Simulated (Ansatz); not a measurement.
# Br− with SF₆: superposition error and deformation

How much of this pair's binding is borrowed basis, and how much do the fragments pay to take the shapes they have in the pair?

The runs use Ansatz 0.2.0, Gaussian basis; PBE0-D4 structures, single points in def2-TZVPPD.

Levels: PBE-D4, revPBE-D4, BLYP-D4, r2SCAN-D4, B97M-V, PBE0-D4, B3LYP-D4, HSE06-D4, wB97X-V, wB97M-V, B2PLYP, Hartree-Fock, MP2, CCSD, CCSD(T).

Cores are frozen in the correlated methods. Filled d shells of the heavier atoms are correlated. B3LYP uses VWN-RPA correlation. B2PLYP carries no dispersion term here.

76 further runs of the same task are left out: 1 that didn't finish, 75 set aside as unsound or not needed.

### Step 1. The system as given

The relaxed pair: 8 atoms, charge -1, spin multiplicity 1.

Atoms are counted from 1 here; the program's logs count them from 0.

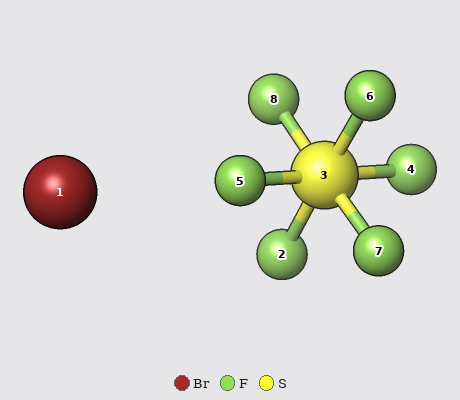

The starting geometry (bromine red, fluorine green, sulfur yellow); atoms are numbered from 1 in the order of the file.

Coordinates:

```
Br    0.24204    0.13716   -4.23520
F    -0.58769   -1.48853    0.53182
S    -0.03321   -0.01883    0.58083
F    -0.12372   -0.07009    2.16358
F     0.05452    0.03086   -0.95310
F     0.51782    1.44892    0.69018
F    -1.50305    0.53628    0.54505
F     1.43319   -0.57588    0.67695
```

Atoms 1 to 1 are fragment A (Br−), the rest fragment B (SF₆). From earlier runs, pair energy (eV) and counterpoise interaction (kcal/mol):

| method | E(pair) | interaction |
| --- | --- | --- |
| PBE-D4 | -97161.82525 | -4.74 |
| revPBE-D4 | -97178.46903 | -4.87 |
| BLYP-D4 | -97191.44636 | -4.88 |
| r2SCAN-D4 | -97184.44581 | -3.69 |
| B97M-V | -97170.47170 | -3.57 |
| PBE0-D4 | -97164.65932 | -3.53 |
| B3LYP-D4 | -97192.84576 | -3.76 |
| HSE06-D4 | -97163.94954 | -3.57 |
| wB97X-V | -97178.10792 | -3.05 |
| wB97M-V | -97183.69130 | -3.12 |
| B2PLYP | -97169.36304 | -2.56 |
| MP2 | -97113.72798 | -2.83 |
| CCSD(T) | -97115.54890 | -2.79 |

First each fragment is run alone in its own basis, frozen in the shape it has in the pair (a, b).

### Step 2. wB97X-V/def2-TZVPPD

a/in.yaml

```yaml
crystal:
  periodic: [false, false, false]
  atoms:
    - {symbol: Br, position_ang: [0.242035, 0.137163, -4.235202]}
basis:
  gaussian: {orbitals: "def2-TZVPPD.json"}
total_charge: -1
hamiltonian: {xc: {name: wB97X-V}}
```

b/in.yaml

```yaml
crystal:
  periodic: [false, false, false]
  atoms:
    - {symbol: F, position_ang: [-0.587687, -1.488527, 0.531818]}
    - {symbol: S, position_ang: [-0.033207, -0.018825, 0.580827]}
    - {symbol: F, position_ang: [-0.123721, -0.070087, 2.163578]}
    - {symbol: F, position_ang: [0.054518, 0.030857, -0.953101]}
    - {symbol: F, position_ang: [0.517823, 1.448924, 0.690182]}
    - {symbol: F, position_ang: [-1.503054, 0.536280, 0.545049]}
    - {symbol: F, position_ang: [1.433192, -0.575885, 0.676951]}
basis:
  gaussian: {orbitals: "def2-TZVPPD.json"}
hamiltonian: {xc: {name: wB97X-V}}
```

The basis file named in the input lies beside it (Basis Set Exchange, JSON).

The same command starts each run, in its folder.

The run is started by

```console
> ansatz run in.yaml --threads 2 --pin off --events-out ev --progress --plain --max-ram 32768MiB --backend cpu
```

Log of a:

```text
Functional definition: wB97X-V
  name "wB97X-V"
  cite "Mardirossian & Head-Gordon, Phys. Chem. Chem. Phys. 16, 9904 (2014) doi:10.1039/C3CP54374A"
  cite "Becke, J. Chem. Phys. 107, 8554 (1997) doi:10.1063/1.475007"
  cite "Vydrov & Van Voorhis, J. Chem. Phys. 133, 244103 (2010) doi:10.1063/1.3521275"
  parameter omega = 0.3/bohr
  parameter cx = 0.167
  parameter cx1 = 0.603
  parameter cx2 = 1.194
  parameter css0 = 0.556
  parameter css1 = -0.257
  parameter cos0 = 1.219
  parameter cos1 = -1.850
  parameter b = 6.0
  parameter c = 0.01
  exchange = spin_sum(e_x_unif_sr(omega)*poly(b97_u_x, 1 - cx, cx1, cx2)) + cx*exact_x_sr(omega) + exact_x_lr(omega)
  correlation = spin_sum(e_c_pw_same_spin*poly(b97_u_same, css0, css1))
      + integral(e_c_pw_opposite_spin*poly(b97_u_opposite, cos0, cos1)) + vv10(b, c)
456 factors; their error is unknown
77 factors; integrals over basis functions are off by at most 8.1e-5 eV
mean field evaluation 1: about -70041.3798 eV, gradient 2.4e1 eV
mean field evaluation 2: about -70041.6267 eV, gradient 2.0e1 eV
mean field evaluation 4: about -70041.9321 eV, gradient 7.4e-2 eV
mean field evaluation 8: about -70042.1493 eV, gradient 6.1e-4 eV
mean field -70042.14933666 eV, -2574.0015118483 hartree, gradient 2.0e-5 eV, S^2 0.000000; 0 other end points of the search recorded, 0 dependent functions left out
reference -70042.14933519 eV, -2574.0015117944 hartree; 18, 18 occupied and 39, 39 virtual orbitals, 456 factors
Total energy: -70042.14933519 eV, -2574.0015117944 hartree
```

Output in b, shortened:

```text
[... 5 set-up lines as earlier in the session ...]
[...]
      + integral(e_c_pw_opposite_spin*poly(b97_u_opposite, cos0, cos1)) + vv10(b, c)
1521 factors; their error is unknown
370 factors; integrals over basis functions are off by at most 2.0e-5 eV
[...]
mean field -27135.82104043 eV, -997.2230299157 hartree, gradient 1.5e-5 eV, S^2 0.000000; 0 other end points of the search recorded, 0 dependent functions left out
reference -27135.82103749 eV, -997.2230298076 hartree; 35, 35 occupied and 256, 256 virtual orbitals, 1521 factors
Total energy: -27135.82103749 eV, -997.2230298076 hartree
```

Times: 0.91 s (a), 18 s (b) on 2 threads, shared host; peak memory 0.98 GiB.

### Step 3. wB97M-V/def2-TZVPPD

Each input of step 2 (a, b) changes in the same lines:

```diff
-hamiltonian: {xc: {name: wB97X-V}}
+hamiltonian: {xc: {name: wB97M-V}}
```

One command serves all of them, each in its own folder.

The run is started by

```console
> ansatz run in.yaml --threads 2 --pin off --events-out ev --progress --plain --max-ram 32768MiB --backend cpu
```

Log of a, shortened:

```text
Functional definition: wB97M-V
  name "wB97M-V"
  cite "Mardirossian & Head-Gordon, J. Chem. Phys. 144, 214110 (2016) doi:10.1063/1.4952647"
[... 2 set-up lines as earlier in the session ...]
  # Of w^i u^j: cxij and so on, Table III.
[...]
  gx(w, u) = 1 - cx + cx01*u + cx10*w
  gss(w, u) = css00 + css04*u^4 + css10*w + css20*w^2 + css43*w^4*u^3
  gos(w, u) = cos00 + cos10*w + (cos20 + cos21*u)*w^2 + (cos60 + cos61*u)*w^6
[...]
      + integral(e_c_pw_mod_opposite_spin*gos(b97_w_opposite, b97_u_opposite)) + vv10(b, c)
449 factors; their error is unknown
77 factors; integrals over basis functions are off by at most 8.1e-5 eV
[...]
mean field -70044.68299040 eV, -2574.0946219059 hartree, gradient 1.9e-5 eV, S^2 0.000000; 0 other end points of the search recorded, 0 dependent functions left out
reference -70044.68302677 eV, -2574.0946232424 hartree; 18, 18 occupied and 39, 39 virtual orbitals, 449 factors
Total energy: -70044.68302677 eV, -2574.0946232424 hartree
```

b printed, shortened:

```text
[... 5 set-up lines as earlier in the session ...]
  # Of w^i u^j: cxij and so on, Table III.
[...]
  gx(w, u) = 1 - cx + cx01*u + cx10*w
  gss(w, u) = css00 + css04*u^4 + css10*w + css20*w^2 + css43*w^4*u^3
  gos(w, u) = cos00 + cos10*w + (cos20 + cos21*u)*w^2 + (cos60 + cos61*u)*w^6
[...]
      + integral(e_c_pw_mod_opposite_spin*gos(b97_w_opposite, b97_u_opposite)) + vv10(b, c)
1500 factors; their error is unknown
370 factors; integrals over basis functions are off by at most 2.0e-5 eV
[...]
mean field -27138.86863754 eV, -997.3350270436 hartree, gradient 2.7e-5 eV, S^2 0.000000; 0 other end points of the search recorded, 0 dependent functions left out
reference -27138.86871103 eV, -997.3350297446 hartree; 35, 35 occupied and 256, 256 virtual orbitals, 1500 factors
Total energy: -27138.86871103 eV, -997.3350297446 hartree
```

Wall times: 0.96 s (a), 21 s (b) on 2 threads, shared host; peak memory 1 GiB.

### Step 4. B2PLYP/def2-TZVPPD

The same edit goes into each in.yaml of step 3 (a, b):

```diff
-hamiltonian: {xc: {name: wB97M-V}}
+hamiltonian: {xc: {name: B2PLYP}}
```

The same command starts each run, in its folder.

The run is started by

```console
> ansatz run in.yaml --threads 2 --pin off --events-out ev --progress --plain --max-ram 32768MiB --backend cpu
```

Log of a, shortened:

```text
Functional definition: B2PLYP
  name "B2PLYP"
  cite "Grimme, J. Chem. Phys. 124, 034108 (2006) doi:10.1063/1.2148954"
  cite "Becke, Phys. Rev. A 38, 3098 (1988) doi:10.1103/PhysRevA.38.3098"
  cite "Lee, Yang & Parr, Phys. Rev. B 37, 785 (1988) doi:10.1103/PhysRevB.37.785"
[...]
358 factors; integrals over basis functions are off by at most 8.4e-5 eV
[...]
mean field -70035.73058119 eV, -2573.7656269355 hartree, gradient 4.0e-6 eV, S^2 0.000000; 0 other end points of the search recorded, 0 dependent functions left out
9 core orbitals not correlated: weight in the atoms' cores, before any rotation towards them, 1.000 or more for the frozen orbitals, at most 0.000 for the correlated occupied ones
reference -70035.73067285 eV, -2573.7656303038 hartree; 9, 9 occupied and 39, 39 virtual orbitals, 358 factors
second order -9.14561220 eV of doubles, -0.00000000 eV of singles
Total energy: -70038.19998814 eV, -2573.8563759670 hartree
```

b printed, shortened:

```text
[... 5 set-up lines as earlier in the session ...]
[...]
1859 factors; integrals over basis functions are off by at most 1.6e-3 eV
[...]
mean field -27115.91173196 eV, -996.4913763244 hartree, gradient 3.4e-6 eV, S^2 0.000000; 0 other end points of the search recorded, 0 dependent functions left out
11 core orbitals not correlated: weight in the atoms' cores, before any rotation towards them, 1.000 or more for the frozen orbitals, at most 0.000 for the correlated occupied ones
reference -27115.91190067 eV, -996.4913825243 hartree; 24, 24 occupied and 256, 256 virtual orbitals, 1859 factors
second order -56.02221169 eV of doubles, -0.00000000 eV of singles
Total energy: -27131.03789782 eV, -997.0472526670 hartree
```

They took 0.65 s (a), 20 s (b) on 2 threads, shared host; peak memory 1.1 GiB.

### Step 5. B97M-V/def2-TZVPPD

Each input of step 4 (a, b) changes in the same lines:

```diff
-hamiltonian: {xc: {name: B2PLYP}}
+hamiltonian: {xc: {name: B97M-V}}
```

Each run has its own folder and the same command.

The run is started by

```console
> ansatz run in.yaml --threads 2 --pin off --events-out ev --progress --plain --max-ram 32768MiB --backend cpu
```

Output in a, shortened:

```text
Functional definition: B97M-V
  name "B97M-V"
  cite "Mardirossian & Head-Gordon, J. Chem. Phys. 142, 074111 (2015) doi:10.1063/1.4907719"
[... 2 set-up lines as earlier in the session ...]
  # Of w^i u^j: cxij and so on, Table III.
[...]
  gx(w, u) = cx00 + cx01*u + cx02*u^2 + (cx10 + cx11*u)*w
  gss(w, u) = css00 + css02*u^2 + css10*w + (css32*w^3 + css42*w^4)*u^2
  gos(w, u) = cos00 + cos01*u + cos03*u^3 + cos10*w + cos32*w^3*u^2
[...]
      + integral(e_c_pw_mod_opposite_spin*gos(b97_w_opposite, b97_u_opposite)) + vv10(b, c)
420 factors; their error is unknown
[...]
mean field -70035.95739003 eV, -2573.7739620068 hartree, gradient 5.6e-6 eV, S^2 0.000000; 0 other end points of the search recorded, 0 dependent functions left out
reference -70035.95743151 eV, -2573.7739635312 hartree; 18, 18 occupied and 39, 39 virtual orbitals, 420 factors
Total energy: -70035.95743151 eV, -2573.7739635312 hartree
```

Output in b, shortened:

```text
[... 5 set-up lines as earlier in the session ...]
  # Of w^i u^j: cxij and so on, Table III.
[...]
  gx(w, u) = cx00 + cx01*u + cx02*u^2 + (cx10 + cx11*u)*w
  gss(w, u) = css00 + css02*u^2 + css10*w + (css32*w^3 + css42*w^4)*u^2
  gos(w, u) = cos00 + cos01*u + cos03*u^3 + cos10*w + cos32*w^3*u^2
[...]
      + integral(e_c_pw_mod_opposite_spin*gos(b97_w_opposite, b97_u_opposite)) + vv10(b, c)
1500 factors; their error is unknown
[...]
mean field -27134.35220032 eV, -997.1690510374 hartree, gradient 6.7e-5 eV, S^2 0.000000; 0 other end points of the search recorded, 0 dependent functions left out
reference -27134.35228532 eV, -997.1690541608 hartree; 35, 35 occupied and 256, 256 virtual orbitals, 1500 factors
Total energy: -27134.35228532 eV, -997.1690541608 hartree
```

They took 0.8 s (a), 18 s (b) on 2 threads, shared host; peak memory 0.64 GiB.

### Step 6. CCSD(T)/def2-TZVPPD

The same edit goes into each in.yaml of step 5 (a, b):

```diff
-hamiltonian: {xc: {name: B97M-V}}
+correlation: {method: ccsd_t}
```

The run is started by

```console
> ansatz run in.yaml --threads 2 --pin off --events-out ev --progress --plain --max-ram 32768MiB --backend cpu   # in a
> ansatz run in.yaml --threads 2 --pin off --events-out ev --progress --plain --max-ram 32768MiB --backend cuda --devices 0, --max-vram 18GiB   # in b
```

a printed, shortened:

```text
Functional definition: HF
  name "HF"
  cite "Fock, Z. Phys. 61, 126 (1930) doi:10.1007/BF01340294"
  parent pbe
[...]
358 factors; integrals over basis functions are off by at most 8.4e-5 eV
[...]
mean field -70000.93691833 eV, -2572.4869834095 hartree, gradient 9.8e-6 eV, S^2 0.000000; 0 other end points of the search recorded, 0 dependent functions left out
9 core orbitals not correlated: weight in the atoms' cores, before any rotation towards them, 1.000 or more for the frozen orbitals, at most 0.000 for the correlated occupied ones
reference -70000.93691833 eV, -2572.4869834095 hartree; 9, 9 occupied and 39, 39 virtual orbitals, 358 factors
second order -7.73929668 eV of doubles, -0.00000000 eV of singles
cycle   1  -7.73084961 eV  change    8.4e-3 eV  update   4.2e-2
[...]
cycle   7  -7.88930165 eV  change    9.3e-6 eV  update   2.1e-5
perturbative correction -0.25284535 eV, -0.0092918951 hartree
Total energy: -70009.07906532 eV, -2572.7862017925 hartree
```

Log of b, shortened:

```text
[... 4 set-up lines as earlier in the session ...]
[...]
1859 factors; integrals over basis functions are off by at most 1.6e-3 eV
[...]
mean field -27057.66591215 eV, -994.3508819270 hartree, gradient 1.8e-6 eV, S^2 0.000000; 0 other end points of the search recorded, 0 dependent functions left out
11 core orbitals not correlated: weight in the atoms' cores, before any rotation towards them, 1.000 or more for the frozen orbitals, at most 0.000 for the correlated occupied ones
reference -27057.66591215 eV, -994.3508819270 hartree; 24, 24 occupied and 256, 256 virtual orbitals, 1859 factors
second order -47.22708425 eV of doubles, -0.00000000 eV of singles
cycle   1  -45.96926583 eV  change     1.3e0 eV  update   1.3e-1
[...]
cycle   9  -47.08424245 eV  change   -1.4e-5 eV  update   8.4e-6
perturbative correction -1.56135998 eV, -0.0573789208 hartree
Total energy: -27106.31151458 eV, -996.1385748431 hartree
```

Wall times: 0.76 s (a, 2 threads, shared host), 8 s (b, 1 × a share of an NVIDIA H100 with 2 threads, shared host); peak memory 0.85 GiB.

### Step 7. Relaxing SF₆ alone

relax-b/in.yaml

```yaml
crystal:
  periodic: [false, false, false]
  atoms:
    - {symbol: F, position_ang: [-0.587687, -1.488527, 0.531818]}
    - {symbol: S, position_ang: [-0.033207, -0.018825, 0.580827]}
    - {symbol: F, position_ang: [-0.123721, -0.070087, 2.163578]}
    - {symbol: F, position_ang: [0.054518, 0.030857, -0.953101]}
    - {symbol: F, position_ang: [0.517823, 1.448924, 0.690182]}
    - {symbol: F, position_ang: [-1.503054, 0.536280, 0.545049]}
    - {symbol: F, position_ang: [1.433192, -0.575885, 0.676951]}
basis:
  gaussian: {orbitals: def2-TZVP}
hamiltonian: {xc: pbe0, dispersion: d4}
relax: {f_tol: 0.005, max_steps: 200}
```

The run is started by

```console
> ansatz run in.yaml --threads 2 --pin off --events-out ev --progress --plain --max-ram 32768MiB --backend cuda --devices 0, --max-vram 18GiB
```

The log of the run, shortened:

```text
Functional definition: PBE0
  name "PBE0"
  cite "Adamo & Barone, J. Chem. Phys. 110, 6158 (1999) doi:10.1063/1.478522"
  cite "Perdew, Burke & Ernzerhof, Phys. Rev. Lett. 77, 3865 (1996) doi:10.1103/PhysRevLett.77.3865"
[... 1 set-up line as earlier in the session ...]
[...]
1207 factors; their error is unknown
[...]
mean field -27123.80610502 eV, -996.7814891833 hartree, gradient 1.7e-5 eV, S^2 0.000000; 0 other end points of the search recorded, 0 dependent functions left out
[...]
reference -27123.80611815 eV, -996.7814896658 hartree; 35, 35 occupied and 188, 188 virtual orbitals, 1207 factors
relax step   1: F+E_penalty+E_count = -27123.93284821 eV  Δ(F+E_penalty+E_count) = +0.000e0 eV  max|allowed force component| = 2.059e0 eV/Å  Δτ_max = 0.0000 Å  (28 SCF iters, accepted)
[...]
reference -27123.83710105 eV, -996.7826282665 hartree; 35, 35 occupied and 188, 188 virtual orbitals, 1207 factors
Total energy: -27123.96391594 eV, -996.7872886276 hartree
Atom 0 at    -0.585209    -1.482653     0.526192 Å, force     0.000599     0.001495    -0.000721 eV/Å
Atom 1 at    -0.034589    -0.019608     0.604996 Å, force    -0.000180    -0.000100     0.003162 eV/Å
Atom 2 at    -0.123912    -0.070196     2.166914 Å, force     0.000172     0.000094    -0.003035 eV/Å
Atom 3 at     0.054734     0.030979    -0.956877 Å, force    -0.000173    -0.000095     0.003044 eV/Å
Atom 4 at     0.516024     1.443435     0.683944 Å, force    -0.000508    -0.001444    -0.000870 eV/Å
Atom 5 at    -1.497035     0.534321     0.539371 Å, force     0.001514    -0.000531    -0.000724 eV/Å
Atom 6 at     1.427852    -0.573542     0.670763 Å, force    -0.001424     0.000581    -0.000856 eV/Å
Dipole moment:     0.000009     0.000005    -0.000152 e Å
```

Run time: 8.6 s. Hardware: 1 × a share of an NVIDIA H100 with 2 threads, shared host; peak host memory 0.86 GiB.

Along the way:

| step | energy from step 1 (eV) | largest force component (eV/Å) |
| --- | --- | --- |
| 1 | 0.0000 | 2.0586 |
| 2 | -0.0135 | 1.5631 |
| 3 | -0.0311 | 0.0032 |

Close pairs (by a distance rule), those that changed most:

| bond | before (Å) | after (Å) | change (Å) |
| --- | --- | --- | --- |
| S2–F4 | 1.537 | 1.565 | +0.028 |
| S2–F3 | 1.586 | 1.565 | -0.021 |
| F1–S2 | 1.572 | 1.565 | -0.006 |
| S2–F7 | 1.572 | 1.565 | -0.006 |
| S2–F6 | 1.572 | 1.565 | -0.006 |
| S2–F5 | 1.572 | 1.565 | -0.006 |

### Step 8. PBE-D4/def2-TZVPPD

free-b/in.yaml

```yaml
crystal:
  periodic: [false, false, false]
  atoms:
    - {symbol: F, position_ang: [-0.585209, -1.482653, 0.526192]}
    - {symbol: S, position_ang: [-0.034589, -0.019608, 0.604996]}
    - {symbol: F, position_ang: [-0.123912, -0.070196, 2.166914]}
    - {symbol: F, position_ang: [0.054734, 0.030979, -0.956877]}
    - {symbol: F, position_ang: [0.516024, 1.443435, 0.683944]}
    - {symbol: F, position_ang: [-1.497035, 0.534321, 0.539371]}
    - {symbol: F, position_ang: [1.427852, -0.573542, 0.670763]}
basis:
  gaussian: {orbitals: "def2-TZVPPD.json"}
hamiltonian: {xc: pbe, dispersion: d4}
```

The run is started by

```console
> ansatz run in.yaml --threads 2 --pin off --events-out ev --progress --plain --max-ram 32768MiB --backend cpu
```

The log of the run:

```text
Functional definition: PBE
  name "PBE"
[... 2 set-up lines as earlier in the session ...]
  parameter kappa = 0.804
  parameter beta = 0.06672455060314922
  exchange = pbe_x(kappa = kappa, mu = beta*pi^2/3)
  correlation = pbe_c(beta = beta)
1500 factors; their error is unknown
mean field evaluation 1: about -27115.6587 eV, gradient 7.9e1 eV
mean field evaluation 2: about -27092.0282 eV, gradient 1.6e2 eV
mean field evaluation 4: about -27123.4329 eV, gradient 3.5e0 eV
mean field evaluation 8: about -27123.4585 eV, gradient 6.8e-2 eV
mean field evaluation 16: about -27123.4454 eV, gradient 3.1e-5 eV
mean field -27123.44541422 eV, -996.7682340411 hartree, gradient 3.1e-5 eV, S^2 0.000000; 0 other end points of the search recorded, 0 dependent functions left out
reference -27123.44547560 eV, -996.7682362968 hartree; 35, 35 occupied and 256, 256 virtual orbitals, 1500 factors
Total energy: -27123.60011744 eV, -996.7739192793 hartree
```

It took 6.5 s on 2 threads, shared host; peak memory 0.64 GiB.

### Step 9. r2SCAN-D4/def2-TZVPPD

Edit free-b/in.yaml of step 8 so:

```diff
@@ -12,2 +12,2 @@
   gaussian: {orbitals: "def2-TZVPPD.json"}
-hamiltonian: {xc: pbe, dispersion: d4}
+hamiltonian: {xc: r2scan, dispersion: d4}
```

The run is started by

```console
> ansatz run in.yaml --threads 2 --pin off --events-out ev --progress --plain --max-ram 32768MiB --backend cpu
```

The log of the run:

```text
Functional definition: r2SCAN
  name "r2SCAN"
  cite "Furness, Kaplan, Ning, Perdew & Sun, J. Phys. Chem. Lett. 11, 8208 (2020) doi:10.1021/acs.jpclett.0c02405"
  cite "Furness, Kaplan, Ning, Perdew & Sun, J. Phys. Chem. Lett. 11, 9248 (2020) doi:10.1021/acs.jpclett.0c03077"
  parent r2scan
  parameter k0 = 0.174
  parameter k1 = 0.065
  parameter a1 = 4.9479
  exchange = r2scan_x(k0 = k0, k1 = k1, a1 = a1)
  correlation = r2scan_c
1500 factors; their error is unknown
mean field evaluation 1: about -27128.7978 eV, gradient 7.6e1 eV
mean field evaluation 2: about -27112.6282 eV, gradient 1.4e2 eV
mean field evaluation 4: about -27136.1176 eV, gradient 2.5e0 eV
mean field evaluation 8: about -27136.1219 eV, gradient 6.5e-2 eV
mean field evaluation 16: about -27136.1082 eV, gradient 2.4e-5 eV
mean field -27136.10820951 eV, -997.2335831847 hartree, gradient 2.4e-5 eV, S^2 0.000000; 0 other end points of the search recorded, 0 dependent functions left out
reference -27136.10823078 eV, -997.2335839664 hartree; 35, 35 occupied and 256, 256 virtual orbitals, 1500 factors
Total energy: -27136.14448281 eV, -997.2349162040 hartree
```

Wall time 11 s (2 threads, shared host); peak memory 0.64 GiB.

### Step 10. PBE0-D4/def2-TZVPPD

Edit free-b/in.yaml of step 9 so:

```diff
@@ -12,2 +12,3 @@
   gaussian: {orbitals: "def2-TZVPPD.json"}
-hamiltonian: {xc: r2scan, dispersion: d4}
+hamiltonian: {xc: pbe0, dispersion: d4}
+output: {orbitals: {seedname: orbitals}}
```

The run is started by

```console
> ansatz run in.yaml --threads 2 --pin off --events-out ev --progress --plain --max-ram 32768MiB --backend cpu
```

The log of the run, shortened:

```text
[... 5 set-up lines as earlier in the session ...]
  parameter a = 0.25
[... 2 set-up lines as earlier in the session ...]
  exchange = (1 - a)*pbe_x(kappa = kappa, mu = beta*pi^2/3) + a*exact_x
[... 1 set-up line as earlier in the session ...]
1538 factors; their error is unknown
mean field evaluation 1: about -27116.5291 eV, gradient 7.4e1 eV
mean field evaluation 2: about -27106.1779 eV, gradient 1.2e2 eV
mean field evaluation 4: about -27123.8695 eV, gradient 1.6e0 eV
mean field evaluation 8: about -27123.9466 eV, gradient 4.3e-2 eV
mean field -27123.94659486 eV, -996.7866520896 hartree, gradient 5.7e-5 eV, S^2 0.000000; 0 other end points of the search recorded, 0 dependent functions left out
reference -27123.94663967 eV, -996.7866537367 hartree; 35, 35 occupied and 256, 256 virtual orbitals, 1538 factors
Total energy: -27124.07345456 eV, -996.7913140978 hartree
```

Wall time 11 s (2 threads, shared host); peak memory 1 GiB.

[end of part 1 of 2]
